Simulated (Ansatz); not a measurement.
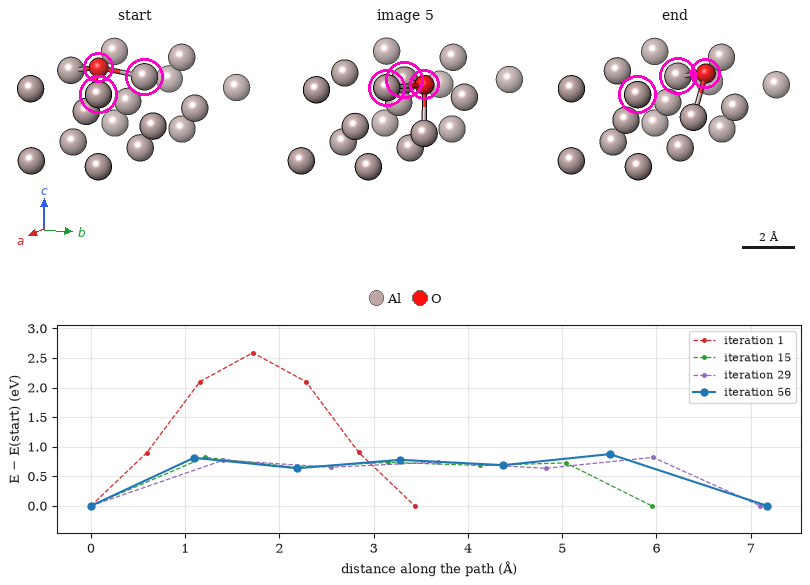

A search for the minimum-energy path of O on Al(110) (19 atoms in the cell) by the nudged elastic band. Images are numbered from 0 (start) to 6 (end). The plot follows the band through its iterations. The picture is a ball-and-stick view of the simulation cell, with the vacuum cut short (origin moved), seen slightly off an axis. The atoms that move most are ringed. Bonds to atoms that aren't drawn are left out.

Method: DFT PBE, scalar-relativistic, plane waves, PAW in Ansatz.

Input file:
```yaml
crystal:
  lattice:
    - [12.15, 0.0, 0.0]
    - [0.0, 5.727565, 0.0]
    - [0.0, 0.0, 14.863782]
  atoms:
    - { symbol: Al, position: [0.0, 0.0, 0.0672776] }
    - { symbol: Al, position: [0.3333333, 0.0, 0.0672776] }
    - { symbol: Al, position: [0.6666667, 0.0, 0.0672776] }
    - { symbol: Al, position: [0.0, 0.5, 0.0672776] }
    - { symbol: Al, position: [0.3333333, 0.5, 0.0672776] }
    - { symbol: Al, position: [0.6666667, 0.5, 0.0672776] }
    - { symbol: Al, position: [0.16607394, 0.25011278, 0.15851367] }
    - { symbol: Al, position: [0.49633518, 0.25062778, 0.18196622] }
    - { symbol: Al, position: [0.83506524, 0.25046617, 0.16857973] }
    - { symbol: Al, position: [0.16550197, 0.74998533, 0.15608367] }
    - { symbol: Al, position: [0.49911614, 0.75085881, 0.15879148] }
    - { symbol: Al, position: [0.83262114, 0.75015769, 0.16092147] }
    - { symbol: Al, position: [0.0035767, -0.00069237, 0.26005985] }
    - { symbol: Al, position: [0.32672982, -0.02343623, 0.2577098] }
    - { symbol: Al, position: [0.66994328, -0.0023649, 0.26125088] }
    - { symbol: Al, position: [0.00369016, 0.50148541, 0.26006683] }
    - { symbol: Al, position: [0.32719195, 0.52590143, 0.25779861] }
    - { symbol: Al, position: [0.66969932, 0.50381613, 0.26130936] }
    - { symbol: O, position: [0.39702872, 0.25093259, 0.28452857] }
basis:
  ecutwfc: 420.0
kpoints:
  mp_grid: { grid: [2, 4, 1] }
hamiltonian:
  xc: pbe
scf:
  occupations: { method: gaussian, width: 0.05 }
  lower_state_search: "off"
neb:
  images: 5
  f_tol: 0.05
  initial_path: idpp
  max_iterations: 56
  constraints: [{ sites: [0, 1, 2, 3, 4, 5] }]
  final_atoms:
    - { symbol: Al, position: [0.0, 0.0, 0.0672776] }
    - { symbol: Al, position: [0.3333333, 0.0, 0.0672776] }
    - { symbol: Al, position: [0.6666667, 0.0, 0.0672776] }
    - { symbol: Al, position: [0.0, 0.5, 0.0672776] }
    - { symbol: Al, position: [0.3333333, 0.5, 0.0672776] }
    - { symbol: Al, position: [0.6666667, 0.5, 0.0672776] }
    - { symbol: Al, position: [0.16550197, 0.24998532, 0.15608367] }
    - { symbol: Al, position: [0.49911614, 0.2508588, 0.15879148] }
    - { symbol: Al, position: [0.83262114, 0.25015768, 0.16092147] }
    - { symbol: Al, position: [0.16607394, 0.75011277, 0.15851367] }
    - { symbol: Al, position: [0.49633518, 0.75062777, 0.18196622] }
    - { symbol: Al, position: [0.83506524, 0.75046616, 0.16857973] }
    - { symbol: Al, position: [0.00369016, 0.0014854, 0.26006683] }
    - { symbol: Al, position: [0.32719195, 0.02590142, 0.25779861] }
    - { symbol: Al, position: [0.66969932, 0.00381612, 0.26130936] }
    - { symbol: Al, position: [0.0035767, 0.49930762, 0.26005985] }
    - { symbol: Al, position: [0.32672982, 0.47656376, 0.2577098] }
    - { symbol: Al, position: [0.66994328, 0.49763509, 0.26125088] }
    - { symbol: O, position: [0.39702872, 0.75093258, 0.28452857] }
  order_check: true
```

Launched with:
```bash
ansatz run input.yaml --threads 2 --pin off --max-ram 5120MiB --backend cpu --events-out ev --progress --plain --runs-dir out
```

Did the band converge, and can the barrier be trusted?

Answer. The result isn't final. The band hadn't converged when the run stopped after 56 iterations. The barrier read from it is provisional: over the last two iterations the highest image moved from 0.83 eV to 0.88 eV. The first iteration put the highest image at 2.59 eV. The barrier is about 0.88 eV in both directions, with image 5 at the top; the ends have the same energy. The profile has 3 maxima (images 1, 3, 5) with a dip at image 2, 4 (+0.64 eV, +0.69 eV), which on an unconverged band is provisional.

Limits of the set-up: the periodic images lie only 5.7 Å apart, so the values are limited by the cell's size.

Cost: 43 min on 2 threads of AMD EPYC 7B13 (Zen 3), with other jobs on the host, peak memory 2.1 GiB.
